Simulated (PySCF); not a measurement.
System (SMILES): FOF.
Geometry (B3LYP-D3(BJ)/def2-TZVP, fixed):
```
O
F 1 1.4020
F 1 1.4020 2 103.99
```

Basis-set convergence of the lowest singlet excitation energy at CAM-B3LYP with PySCF. Tamm-Dancoff approximation; the state is taken by its order, and sets in which it differs in degeneracy or brightness are left out, yet its character can still change. All functions are spherical. Density fitting with generated auxiliary sets. No added dispersion term, no relativity. Reference: the value in d-aug-cc-pVTZ, 4.585 eV, itself unsure by roughly 0.004 eV (its mean distance from aug-cc-pVQZ, aug-pcseg-2, aug-cc-pVTZ). Deviations are taken from unrounded values. Cost is core time over that of cc-pVDZ, rough, on shared machines of one kind; a dash marks a row that isn't timed (too short, read off another run, short of memory, by another algorithm or on other hardware).

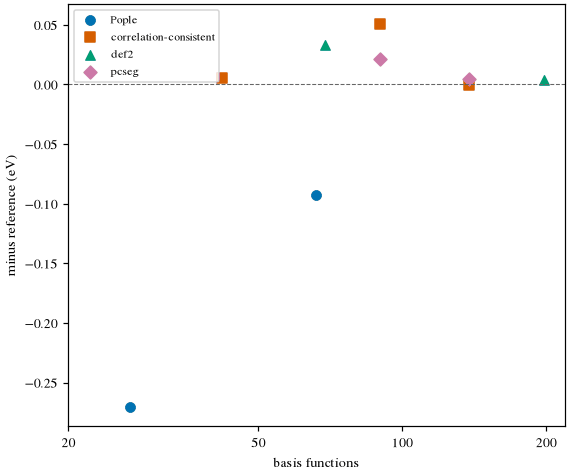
*Deviation from the reference against the number of basis functions, by family of sets.*

| basis | functions | lowest singlet excitation energy (eV) | minus reference (eV) | cost |
|---|---|---|---|---|
| 6-31G | 27 | 4.314 | -0.270 | - |
| cc-pVDZ | 42 | 4.590 | 0.005 | 1× |
| 6-311+G** | 66 | 4.492 | -0.093 | 3× |
| def2-SVPD | 69 | 4.617 | 0.033 | 3× |
| cc-pVTZ | 90 | 4.636 | 0.051 | 4× |
| pcseg-2 | 90 | 4.606 | 0.022 | 3× |
| aug-cc-pVTZ | 138 | 4.584 | -0.001 | 20× |
| aug-pcseg-2 | 138 | 4.589 | 0.004 | 30× |
| def2-QZVPPD | 198 | 4.588 | 0.003 | 100× |
